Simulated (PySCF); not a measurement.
# GaH2(CN) (CH₂GaN): electronic structure

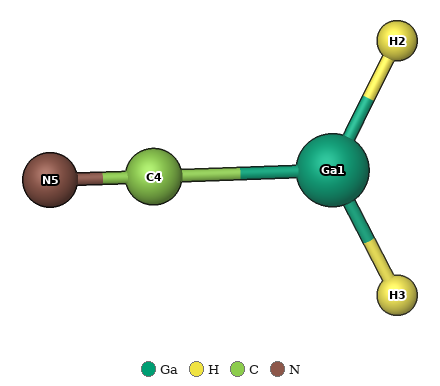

The molecule, with its atoms numbered as below. No frequency check shows the geometry to be a minimum.

Cartesian coordinates (Å):

```
Ga1     -0.7060   -0.0001    0.0000
H2      -1.4236   -1.3899    0.0000
H3      -1.4236    1.3898    0.0000
C4       1.2833    0.0022    0.0000
N5       2.4336   -0.0012    0.0000
```

### 1. Bonding charge

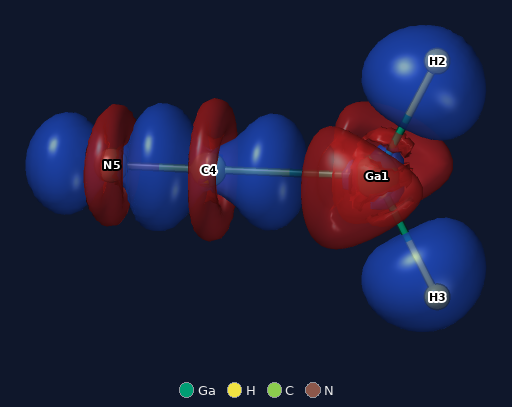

Deformation density (molecule less spherical, spin-averaged free atoms at the same positions), surfaces at ±0.06 e/Å³; blue: gain, red: loss.

Method: r2SCAN/def2-TZVP; geometry: GFN2-xTB; program: PySCF.

**Describe the bonding that the map shows.**

C4–N5: +1.04 e/Å³ at the bond critical point (bond length 1.15 Å, Mayer order 2.9). Ga1–H2 and Ga1–H3: +0.24 e/Å³ at the bond critical point (bond length 1.56 Å, Mayer order 0.9). Ga1–C4: +0.12 e/Å³ at the bond critical point (bond length 1.99 Å, Mayer order 0.8). In all, 1.3 electrons gather in the regions of gain relative to the promolecule. A small or negative value marks a very polar bond, one between electron-rich atoms, whose free-atom densities already overlap strongly, a long bond to a heavier atom, or a closed-shell contact such as a hydrogen bond.

### 2. Electrostatic potential

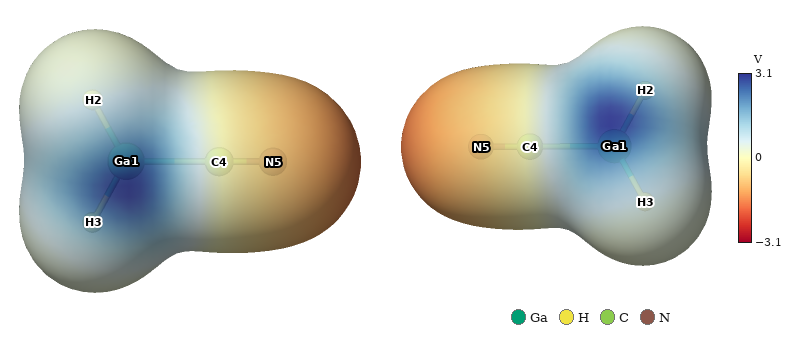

Electrostatic potential on the surface of electron density 0.001 a.u. (back view left, front view right).

**Where are the extremes of the potential on the surface?**

Highest: 3.08 V, off the molecular plane, over Ga1 (1.8 Å), and at like points elsewhere. Lowest: −1.63 V, 1.9 Å from N5. Further minima include 0.23 V, 1.6 Å from H3, and at like points elsewhere. The surface is sampled at points, so like sites can differ by a few per cent and only the strongest of them is named.

**What volume does the surface enclose, and what is the dipole moment?**

About 84 Å³; the dipole moment is 3.8 D.

### 3. Localised orbitals

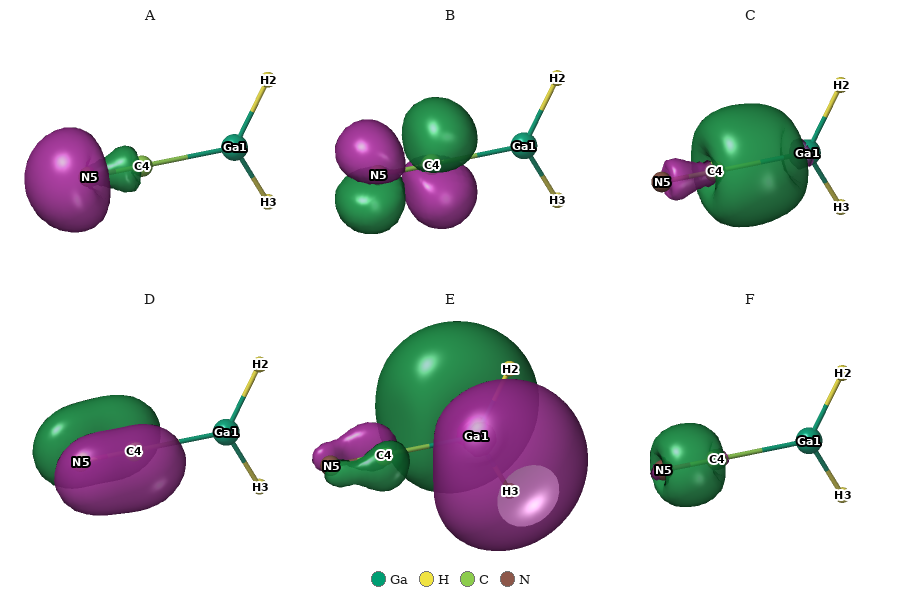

Intrinsic bond orbitals (IBO), occupied and valence-virtual; each surface holds about 85 % of the orbital's density. Energies are diagonal elements of the Fock matrix.

PySCF calculation, CAM-B3LYP/def2-SVP, gas phase; geometry: GFN2-xTB.

**Name the orbitals, with their atomic make-up and energies.**

By panel:
- A: lone pair on N5 (sp1.1-type) (N5 99 %; −12.5 eV)
- B: π* orbital C4–N5 (C4 53 %, N5 46 %; 4.1 eV)
- C: σ bond C4–Ga1 (C4 70 %, Ga1 29 %; −14.8 eV)
- D: π bond N5–C4 (N5 51 %, C4 48 %; −11.2 eV)
- E: empty orbital on Ga1 (Ga1 98 %; −1.2 eV)
- F: σ bond N5–C4 (N5 56 %, C4 44 %; −25.6 eV)
